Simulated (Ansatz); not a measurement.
**NH3O (triplet): from Hartree-Fock to the top rungs at distance O1–H3 along a hydrogen transfer = 0.960 Å, cc-pVDZ**

Aim: climb from Hartree-Fock through coupled cluster and multireference methods for NH3O (triplet) at one geometry and basis, and see what each rung misses.

Computed with Ansatz 0.2.0, Gaussian basis. Level: cc-pVDZ, core rule «outside noble gas», up to 2 orbitals frozen.

To be run: UHF; CCSD(T) on ROHF; CCSD(T) on UHF; BCCD(T) on ROHF; CISD; CCSDT(Q) on ROHF; CCSDT(Q) on UHF; CASSCF and MRCISD+Q, 4 electrons in 4 orbitals; CASSCF and NEVPT2, 4 electrons in 4 orbitals; CASSCF and NEVPT2, 14 electrons in 11 orbitals.

5 further runs of the same task are left out: 5 that didn't finish.

## Step 1: What is computed

The geometry derives from fragments relaxed apart (PBE0/def2-TZVP) and kept rigid, so it is no stationary point. A hydrogen atom is moved between rigid fragments.

5 atoms, charge 0, spin multiplicity 3.

Atoms are counted from 1 here; the program's logs count them from 0.

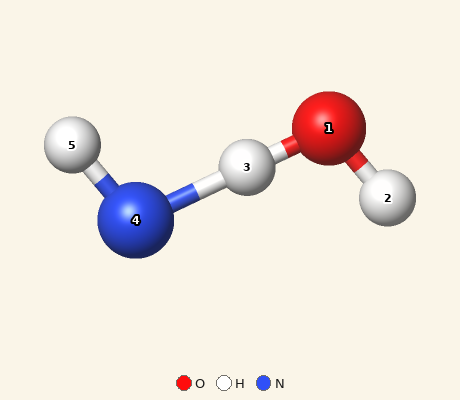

The structure; oxygen red, hydrogen white, nitrogen blue; atoms are numbered from 1 in the order of the file.

Coordinates:

```tsv
atom	x (Å)	y (Å)	z (Å)
O1	-1.0590	0.0024	0.0000
H2	-1.3084	0.9289	0.0000
H3	-0.0995	0.0024	0.0000
N4	1.2050	0.0024	0.0000
H5	1.4740	-1.0019	0.0000
```

In the tables R marks a restricted open-shell determinant and U an unrestricted one; 'pair' is the active space of 4 electrons in 4 orbitals; 'valence' is the active space of 14 electrons in 11 orbitals; energies count from the table's Hartree-Fock row.

## Step 2: UHF

The input, in.yaml:

```yaml
crystal:
  periodic: [false, false, false]
  atoms:
    - {symbol: O, position_ang: [-1.059047, 0.002370, 0.000000]}
    - {symbol: H, position_ang: [-1.308356, 0.928945, 0.000000]}
    - {symbol: H, position_ang: [-0.099518, 0.002370, 0.000000]}
    - {symbol: N, position_ang: [1.204953, 0.002370, 0.000000]}
    - {symbol: H, position_ang: [1.474035, -1.001857, 0.000000]}
basis:
  gaussian: {orbitals: cc-pVDZ}
magnetization: {spin_polarized: true, initial_magnetization: 2}
hamiltonian: {xc: hf}
output: {orbitals: {seedname: orbitals}}
```

On the command line:

```
> ansatz run in.yaml --threads 1 --pin off --events-out ev --progress --plain --max-ram 2393MiB
```

The program printed:

```text
Functional definition: HF
  name "HF"
  cite "Fock, Z. Phys. 61, 126 (1930) doi:10.1007/BF01340294"
  parent pbe
  exchange = exact_x
  correlation = 0
397 factors; integrals over basis functions are off by at most 1.4e-3 eV
mean field evaluation 1: about -3561.0946 eV, gradient 2.3e1 eV
mean field evaluation 2: about -3561.1266 eV, gradient 2.3e1 eV
mean field evaluation 4: about -3563.3040 eV, gradient 2.7e0 eV
mean field evaluation 8: about -3563.3827 eV, gradient 1.6e-1 eV
mean field -3563.38317045 eV, -130.9519161662 hartree, gradient 1.9e-5 eV, S^2 2.018495; 0 other end points of the search recorded, 0 dependent functions left out
reference -3563.38317045 eV, -130.9519161662 hartree; 10, 8 occupied and 33, 35 virtual orbitals, 397 factors
Total energy: -3563.38317045 eV, -130.9519161662 hartree
```

It took 1.3 s on 1 thread of Arm Neoverse V1, shared host.

From the report: ⟨S²⟩ of the determinant 2.018 (pure triplet: 2.00).

## Step 3: CCSD(T) on ROHF

Edit in.yaml of step 2 so:

```diff
@@ -10,4 +10,3 @@
   gaussian: {orbitals: cc-pVDZ}
-magnetization: {spin_polarized: true, initial_magnetization: 2}
-hamiltonian: {xc: hf}
-output: {orbitals: {seedname: orbitals}}
+magnetization: {spin_polarized: false, initial_magnetization: 2}
+correlation: {method: ccsd_t, electrons: outside_noble_gas}
```

Same command.

The program printed (excerpt; [...] marks lines left out):

```text
Functional definition: HF
  name "HF"
  cite "Fock, Z. Phys. 61, 126 (1930) doi:10.1007/BF01340294"
  parent pbe
[...]
397 factors; integrals over basis functions are off by at most 1.4e-3 eV
[...]
mean field -3563.14874831 eV, -130.9433013114 hartree, gradient 1.2e-6 eV, S^2 2.000000; 0 other end points of the search recorded, 0 dependent functions left out
[...]
2 core orbitals not correlated: weight in the atoms' cores, before any rotation towards them, 1.000 or more for the frozen orbitals, at most 0.000 for the correlated occupied ones
reference -3563.14874831 eV, -130.9433013114 hartree; 8, 6 occupied and 33, 35 virtual orbitals, 397 factors
second order -8.72503477 eV of doubles, -0.13693234 eV of singles
cycle   1  -9.33827888 eV  change   -4.7e-1 eV  update   6.2e-2
[...]
cycle  13  -9.62621283 eV  change    3.1e-7 eV  update   1.4e-5
perturbative correction -0.16923589 eV, -0.0062193042 hartree
Total energy: -3572.94419703 eV, -131.3032774122 hartree
```

Run time: 1.3 s. Hardware: 1 thread of Arm Neoverse V1, shared host.

From the report: correlation -9.7954 eV; T1 0.023; largest double amplitude 0.04.

## Step 4: CCSD(T) on UHF

Edit in.yaml of step 3 so:

```diff
@@ -10,3 +10,3 @@
   gaussian: {orbitals: cc-pVDZ}
-magnetization: {spin_polarized: false, initial_magnetization: 2}
+magnetization: {spin_polarized: true, initial_magnetization: 2}
 correlation: {method: ccsd_t, electrons: outside_noble_gas}
```

Launched as before.

The program printed (excerpt; [...] marks lines left out):

```text
Functional definition: HF
  name "HF"
  cite "Fock, Z. Phys. 61, 126 (1930) doi:10.1007/BF01340294"
  parent pbe
[...]
397 factors; integrals over basis functions are off by at most 1.4e-3 eV
[...]
mean field -3563.38317045 eV, -130.9519161662 hartree, gradient 2.8e-6 eV, S^2 2.018495; 0 other end points of the search recorded, 0 dependent functions left out
2 core orbitals not correlated: weight in the atoms' cores, before any rotation towards them, 1.000 or more for the frozen orbitals, at most 0.000 for the correlated occupied ones
reference -3563.38317045 eV, -130.9519161662 hartree; 8, 6 occupied and 33, 35 virtual orbitals, 397 factors
second order -8.63054534 eV of doubles, -0.00000000 eV of singles
cycle   1  -9.10700374 eV  change   -4.8e-1 eV  update   5.9e-2
[...]
cycle  13  -9.39586804 eV  change    7.9e-7 eV  update   1.3e-5
perturbative correction -0.16629525 eV, -0.0061112376 hartree
Total energy: -3572.94533374 eV, -131.3033191855 hartree
```

Run time: 1.3 s. Hardware: 1 thread of Arm Neoverse V1, shared host.

From the report: ⟨S²⟩ of the determinant 2.018 (pure triplet: 2.00); correlation -9.5622 eV; T1 0.016; largest double amplitude 0.04.

## Step 5: BCCD(T) on ROHF

Edit in.yaml of step 4 so:

```diff
@@ -10,3 +10,3 @@
   gaussian: {orbitals: cc-pVDZ}
-magnetization: {spin_polarized: true, initial_magnetization: 2}
-correlation: {method: ccsd_t, electrons: outside_noble_gas}
+magnetization: {spin_polarized: false, initial_magnetization: 2}
+correlation: {method: bccd_t, electrons: outside_noble_gas}
```

Launched as before.

The program printed (excerpt; [...] marks lines left out):

```text
Functional definition: HF
  name "HF"
  cite "Fock, Z. Phys. 61, 126 (1930) doi:10.1007/BF01340294"
  parent pbe
[...]
397 factors; integrals over basis functions are off by at most 1.4e-3 eV
[...]
mean field -3563.14874831 eV, -130.9433013114 hartree, gradient 1.2e-6 eV, S^2 2.000000; 0 other end points of the search recorded, 0 dependent functions left out
[...]
2 core orbitals not correlated: weight in the atoms' cores, before any rotation towards them, 1.000 or more for the frozen orbitals, at most 0.000 for the correlated occupied ones
reference -3563.14874831 eV, -130.9433013114 hartree; 8, 6 occupied and 33, 35 virtual orbitals, 397 factors
second order -8.72503477 eV of doubles, -0.13693234 eV of singles
cycle   1  -9.36517920 eV  change   -5.0e-1 eV  update   6.2e-2
[...]
cycle  13  -9.61476405 eV  change   -2.1e-6 eV  update   1.4e-5
perturbative correction -0.18090244 eV, -0.0066480421 hartree
Total energy: -3572.94441480 eV, -131.3032854152 hartree
```

Run time: 1.7 s. Hardware: 1 thread of Arm Neoverse V1, shared host.

From the report: correlation -9.7957 eV; largest double amplitude 0.04.

## Step 6: CISD

Edit in.yaml of step 5 so:

```diff
@@ -11,2 +11,2 @@
 magnetization: {spin_polarized: false, initial_magnetization: 2}
-correlation: {method: bccd_t, electrons: outside_noble_gas}
+correlation: {active_space: {ras: {orbitals: [6, 2, 33], electrons: 14, max_holes: 2, max_particles: 2}, fixed_orbitals: true}}
```

Same command.

The program printed:

```text
Functional definition: HF
  name "HF"
  cite "Fock, Z. Phys. 61, 126 (1930) doi:10.1007/BF01340294"
  parent pbe
  exchange = exact_x
  correlation = 0
397 factors; integrals over basis functions are off by at most 1.4e-3 eV
mean field evaluation 1: about -3560.9144 eV, gradient 3.1e1 eV
mean field evaluation 2: about -3560.9431 eV, gradient 3.1e1 eV
mean field evaluation 4: about -3563.0863 eV, gradient 3.8e0 eV
mean field evaluation 8: about -3563.1483 eV, gradient 2.6e-1 eV
mean field evaluation 16: about -3563.1487 eV, gradient 1.2e-6 eV
mean field -3563.14874831 eV, -130.9433013114 hartree, gradient 1.2e-6 eV, S^2 2.000000; 0 other end points of the search recorded, 0 dependent functions left out
reference -3563.14874831 eV, -130.9433013114 hartree; 10, 8 occupied and 33, 35 virtual orbitals, 397 factors
state -3572.06327568 eV, -131.2709041499 hartree
Total energy: -3572.06327568 eV, -131.2709041499 hartree
```

It took 6.5 s on 1 thread of Arm Neoverse V1, shared host.

From the report: 172,434 determinants.

## Step 7: CCSDT(Q) on ROHF

Edit in.yaml of step 6 so:

```diff
@@ -11,2 +11,2 @@
 magnetization: {spin_polarized: false, initial_magnetization: 2}
-correlation: {active_space: {ras: {orbitals: [6, 2, 33], electrons: 14, max_holes: 2, max_particles: 2}, fixed_orbitals: true}}
+correlation: {method: ccsdt_q, electrons: outside_noble_gas}
```

Launched as before.

The program printed (excerpt; [...] marks lines left out):

```text
Functional definition: HF
  name "HF"
  cite "Fock, Z. Phys. 61, 126 (1930) doi:10.1007/BF01340294"
  parent pbe
[...]
758 factors; integrals over basis functions are off by at most 2.1e-7 eV
[...]
mean field -3563.14879101 eV, -130.9433028808 hartree, gradient 1.2e-6 eV, S^2 2.000000; 0 other end points of the search recorded, 0 dependent functions left out
[...]
2 core orbitals not correlated: weight in the atoms' cores, before any rotation towards them, 1.000 or more for the frozen orbitals, at most 0.000 for the correlated occupied ones
reference -3563.14879101 eV, -130.9433028808 hartree; 8, 6 occupied and 33, 35 virtual orbitals, 758 factors
second order -8.72506237 eV of doubles, -0.13693203 eV of singles
cycle   1  -9.33827469 eV  change   -4.7e-1 eV  update   6.8e-2
[...]
cycle  19  -9.81172230 eV  change   -4.1e-7 eV  update   1.1e-6
perturbative correction -0.01752093 eV, -0.0006438822 hartree
Total energy: -3572.97803424 eV, -131.3045209068 hartree
```

Wall time 53 s (1 thread of Arm Neoverse V1, shared host); peak memory 0.77 GiB.

From the report: correlation -9.8292 eV; T1 0.023; largest double amplitude 0.04.

## Step 8: CCSDT(Q) on UHF

Edit in.yaml of step 7 so:

```diff
@@ -10,3 +10,3 @@
   gaussian: {orbitals: cc-pVDZ}
-magnetization: {spin_polarized: false, initial_magnetization: 2}
+magnetization: {spin_polarized: true, initial_magnetization: 2}
 correlation: {method: ccsdt_q, electrons: outside_noble_gas}
```

Launched as before.

The program printed (excerpt; [...] marks lines left out):

```text
Functional definition: HF
  name "HF"
  cite "Fock, Z. Phys. 61, 126 (1930) doi:10.1007/BF01340294"
  parent pbe
[...]
758 factors; integrals over basis functions are off by at most 2.1e-7 eV
[...]
mean field -3563.38321252 eV, -130.9519177123 hartree, gradient 2.8e-6 eV, S^2 2.018495; 0 other end points of the search recorded, 0 dependent functions left out
2 core orbitals not correlated: weight in the atoms' cores, before any rotation towards them, 1.000 or more for the frozen orbitals, at most 0.000 for the correlated occupied ones
reference -3563.38321252 eV, -130.9519177123 hartree; 8, 6 occupied and 33, 35 virtual orbitals, 758 factors
second order -8.63057260 eV of doubles, -0.00000000 eV of singles
cycle   1  -9.10700011 eV  change   -4.8e-1 eV  update   6.6e-2
[...]
cycle  18  -9.57857670 eV  change    8.3e-8 eV  update   1.5e-6
perturbative correction -0.01834625 eV, -0.0006742123 hartree
Total energy: -3572.98013548 eV, -131.3045981259 hartree
```

Wall time 43 s (1 thread of Arm Neoverse V1, shared host); peak memory 0.56 GiB.

From the report: ⟨S²⟩ of the determinant 2.018 (pure triplet: 2.00); correlation -9.5969 eV; T1 0.016; largest double amplitude 0.04.

## Step 9: CASSCF and MRCISD+Q, 4 electrons in 4 orbitals

Edit in.yaml of step 8 so:

```diff
@@ -10,3 +10,3 @@
   gaussian: {orbitals: cc-pVDZ}
-magnetization: {spin_polarized: true, initial_magnetization: 2}
-correlation: {method: ccsdt_q, electrons: outside_noble_gas}
+magnetization: {spin_polarized: false, initial_magnetization: 2}
+correlation: {method: fic_mrcisd_q, electrons: outside_noble_gas, active_space: {window: {electrons: 4, orbitals: 4}}}
```

Launched as before.

The program printed (excerpt; [...] marks lines left out):

```text
Functional definition: HF
  name "HF"
  cite "Fock, Z. Phys. 61, 126 (1930) doi:10.1007/BF01340294"
  parent pbe
[...]
397 factors; integrals over basis functions are off by at most 1.4e-3 eV
[...]
mean field -3563.14874831 eV, -130.9433013114 hartree, gradient 1.2e-6 eV, S^2 2.000000; 0 other end points of the search recorded, 0 dependent functions left out
reference -3563.14874831 eV, -130.9433013114 hartree; 10, 8 occupied and 33, 35 virtual orbitals, 397 factors
state -3563.71500269 eV, -130.9641107759 hartree
contracted CI cycle   1: correlation 0.00000000 eV, 0.0000000000 hartree, residual 3.13e1 eV
contracted CI cycle   2: correlation -8.18157386 eV, -0.3006672937 hartree, residual 4.78e0 eV
contracted CI cycle   3: correlation -8.40611082 eV, -0.3089188747 hartree, residual 1.23e0 eV
contracted CI cycle   4: correlation -8.42455602 eV, -0.3095967234 hartree, residual 3.77e-1 eV
contracted CI cycle   5: correlation -8.42692883 eV, -0.3096839225 hartree, residual 1.72e-1 eV
contracted CI cycle   6: correlation -8.42737986 eV, -0.3097004974 hartree, residual 6.60e-2 eV
contracted CI cycle   7: correlation -8.42744001 eV, -0.3097027082 hartree, residual 2.36e-2 eV
contracted CI cycle   8: correlation -8.42744743 eV, -0.3097029807 hartree, residual 8.16e-3 eV
contracted CI cycle   9: correlation -8.42744850 eV, -0.3097030200 hartree, residual 3.54e-3 eV
contracted CI cycle  10: correlation -8.42744868 eV, -0.3097030265 hartree, residual 1.33e-3 eV
state -3563.71500269 eV, -130.9641107759 hartree; corrected -3572.88097364 eV, -131.3009539957 hartree
Total energy: -3572.88097364 eV, -131.3009539957 hartree
```

Run time: 1.1 s. Hardware: 1 thread of Arm Neoverse V1, shared host.

From the report: 18 determinants; active occupations 1.98, 1.00, 1.00, 0.02.

## Step 10: CASSCF and NEVPT2, 4 electrons in 4 orbitals

Edit in.yaml of step 9 so:

```diff
@@ -11,2 +11,2 @@
 magnetization: {spin_polarized: false, initial_magnetization: 2}
-correlation: {method: fic_mrcisd_q, electrons: outside_noble_gas, active_space: {window: {electrons: 4, orbitals: 4}}}
+correlation: {method: sc_nevpt2, electrons: outside_noble_gas, active_space: {window: {electrons: 4, orbitals: 4}}}
```

The command is unchanged.

The program printed:

```text
Functional definition: HF
  name "HF"
  cite "Fock, Z. Phys. 61, 126 (1930) doi:10.1007/BF01340294"
  parent pbe
  exchange = exact_x
  correlation = 0
397 factors; integrals over basis functions are off by at most 1.4e-3 eV
mean field evaluation 1: about -3560.9144 eV, gradient 3.1e1 eV
mean field evaluation 2: about -3560.9431 eV, gradient 3.1e1 eV
mean field evaluation 4: about -3563.0863 eV, gradient 3.8e0 eV
mean field evaluation 8: about -3563.1483 eV, gradient 2.6e-1 eV
mean field evaluation 16: about -3563.1487 eV, gradient 1.2e-6 eV
mean field -3563.14874831 eV, -130.9433013114 hartree, gradient 1.2e-6 eV, S^2 2.000000; 0 other end points of the search recorded, 0 dependent functions left out
reference -3563.14874831 eV, -130.9433013114 hartree; 10, 8 occupied and 33, 35 virtual orbitals, 397 factors
state -3563.71500269 eV, -130.9641107759 hartree
state -3563.71500269 eV, -130.9641107759 hartree; corrected -3572.01138451 eV, -131.2689971846 hartree
Total energy: -3572.01138451 eV, -131.2689971846 hartree
```

Run time: 0.57 s. Hardware: 1 thread of Arm Neoverse V1, shared host.

From the report: 18 determinants; active occupations 1.98, 1.00, 1.00, 0.02.

## Step 11: CASSCF and NEVPT2, 14 electrons in 11 orbitals

Edit in.yaml of step 10 so:

```diff
@@ -11,2 +11,2 @@
 magnetization: {spin_polarized: false, initial_magnetization: 2}
-correlation: {method: sc_nevpt2, electrons: outside_noble_gas, active_space: {window: {electrons: 4, orbitals: 4}}}
+correlation: {method: sc_nevpt2, electrons: outside_noble_gas, active_space: {window: {electrons: 14, orbitals: 11}, shells: [{species: H, l: s, shell: 1}, {species: "N", l: s, shell: 2}, {species: "N", l: p, shell: 2}, {species: O, l: s, shell: 2}, {species: O, l: p, shell: 2}]}}
```

Launched as before.

The program printed:

```text
Functional definition: HF
  name "HF"
  cite "Fock, Z. Phys. 61, 126 (1930) doi:10.1007/BF01340294"
  parent pbe
  exchange = exact_x
  correlation = 0
758 factors; integrals over basis functions are off by at most 2.1e-7 eV
mean field evaluation 1: about -3560.9144 eV, gradient 3.1e1 eV
mean field evaluation 2: about -3560.9432 eV, gradient 3.1e1 eV
mean field evaluation 4: about -3563.0863 eV, gradient 3.8e0 eV
mean field evaluation 8: about -3563.1483 eV, gradient 2.6e-1 eV
mean field evaluation 16: about -3563.1488 eV, gradient 1.2e-6 eV
mean field -3563.14879101 eV, -130.9433028808 hartree, gradient 1.2e-6 eV, S^2 2.000000; 0 other end points of the search recorded, 0 dependent functions left out
reference -3563.14879101 eV, -130.9433028808 hartree; 10, 8 occupied and 33, 35 virtual orbitals, 758 factors
state -3565.38279547 eV, -131.0254010302 hartree
state -3565.38279547 eV, -131.0254010302 hartree; corrected -3571.76830673 eV, -131.2600642407 hartree
Total energy: -3571.76830673 eV, -131.2600642407 hartree
Checks for a lower state left out: starts, orbital_swaps
```

It took 6.5 s on 1 thread of Arm Neoverse V1, shared host.

From the report: 54,432 determinants; active occupations 2.00, 2.00, 2.00, 1.98, 1.98, 1.97, 1.00, 1.00, 0.03, 0.02, 0.02.

## Step 12: How many determinants matter

Natural occupations of the CASSCF valence state about the gap (report; correlated orbitals 4 to 11): 1.980, 1.978, 1.974, 1.003, 1.001, 0.029, 0.023, 0.020. The count of effectively unpaired electrons, Σ n²(2 − n)², is 2.01; a single determinant of this spin has 2.

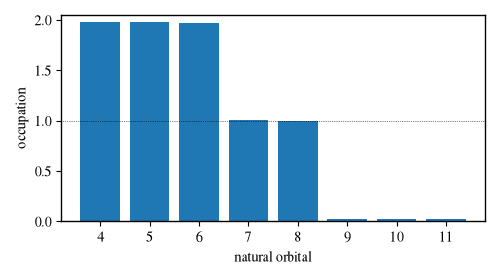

Natural occupations of the CASSCF valence state.

## Step 13: Misses and costs

The yardstick is UCCSDT(Q), where the cluster series has nearly closed. Rows without a time come out of other runs: HF, MP2 and CCSD of CCSD(T), CCSDT of CCSDT(Q), CASSCF and MRCISD of the multireference runs.

Differences are taken before rounding.

```tsv
method	energy from the lowest RHF (meV)	from UCCSDT(Q) (meV)	time
RHF	0.0	+9831.4	
UHF	-234.4	+9597.0	
RMP2	-8862.0	+969.4	
UMP2	-8865.0	+966.4	
CISD	-8914.5	+916.9	6.5 s
RCCSD	-9626.2	+205.2	
UCCSD	-9630.3	+201.1	
RCCSD(T)	-9795.4	+35.9	1.3 s
UCCSD(T)	-9796.6	+34.8	1.3 s
BCCD(T)	-9795.7	+35.7	1.7 s
RCCSDT	-9811.8	+19.6	
UCCSDT	-9813.0	+18.3	
RCCSDT(Q)	-9829.3	+2.1	53 s
UCCSDT(Q)	-9831.4	0	43 s
CASSCF pair	-566.3	+9265.1	
NEVPT2 pair	-8862.6	+968.8	0.57 s
MRCISD pair	-8993.7	+837.7	
MRCISD+Q pair	-9732.2	+99.2	1.1 s
CASSCF valence	-2234.0	+7597.3	
NEVPT2 valence	-8619.6	+1211.8	6.5 s
```

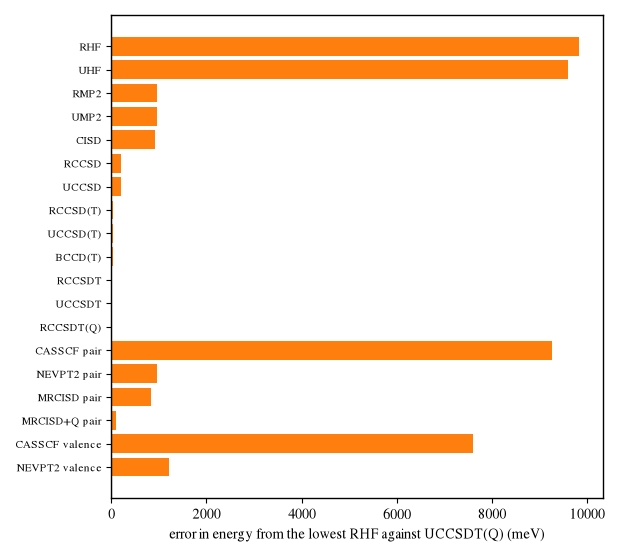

Error of each method against UCCSDT(Q).

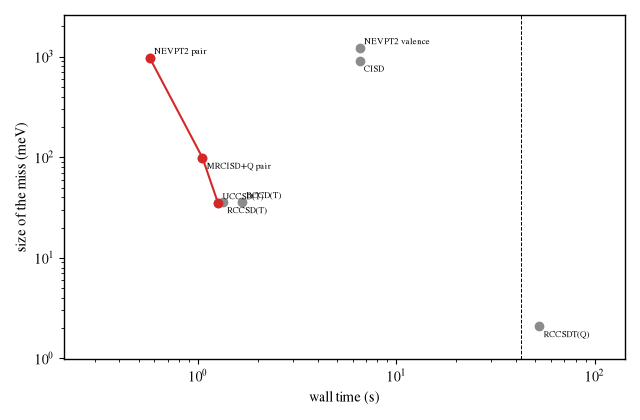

Accuracy for the time spent; red marks the levels that beat every quicker one drawn (of those quicker than the yardstick), and the dashed line is the time of UCCSDT(Q). Times are from a shared host.

## Step 14: Summary of results

| quantity | value |
| --- | --- |
| UCCSDT(Q) below the RHF energy | -9.8314 eV |
| RMP2 from UCCSDT(Q) | +969.4 meV |
| UMP2 from UCCSDT(Q) | +966.4 meV |
| RCCSD from UCCSDT(Q) | +205.2 meV |
| RCCSD(T) from UCCSDT(Q) | +35.9 meV |
| UCCSD(T) from UCCSDT(Q) | +34.8 meV |
| RCCSDT(Q) from UCCSDT(Q) | +2.1 meV |
| NEVPT2 pair from UCCSDT(Q) | +968.8 meV |
| MRCISD+Q pair from UCCSDT(Q) | +99.2 meV |
| NEVPT2 valence from UCCSDT(Q) | +1211.8 meV |
| levels within 1 kcal/mol (43 meV) | RCCSD(T), UCCSD(T), BCCD(T), RCCSDT, UCCSDT, RCCSDT(Q) |
| T1 diagnostic | 0.023 |
| effectively unpaired electrons | 2.01 |

**Reading.** RCCSD(T) misses by +35.9 meV, 0.4 % of the correlation energy. One determinant dominates. Of the multireference levels listed MRCISD+Q pair comes nearest in total energy (+99.2 meV), which doesn't show that its space is the better one. These misses are within one basis, not against nature; the frozen cores of restricted and unrestricted runs differ, which can shift their rows.

For cost: UCCSD(T) gets within 34.8 meV in 1.3 s, where UCCSDT(Q) took 43 s; the quickest level in the cost chart, NEVPT2 pair, takes 0.57 s and misses by 968.8 meV.
